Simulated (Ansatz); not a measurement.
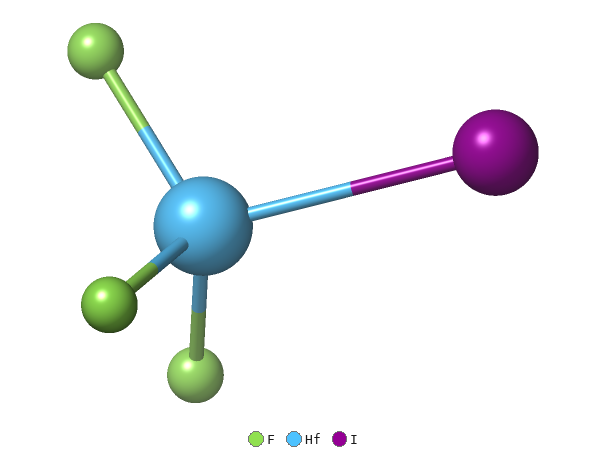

Charge 0, singlet. The geometry was computed by an optimisation with PBE-D4/def2-SVP. No frequency run is at hand to confirm it as a minimum. Method: RKS PBE-D4/def2-SVP, core potentials on Hf, I (Ansatz 0.2.0).

**Estimate the dipole moment.**

0.04 D.
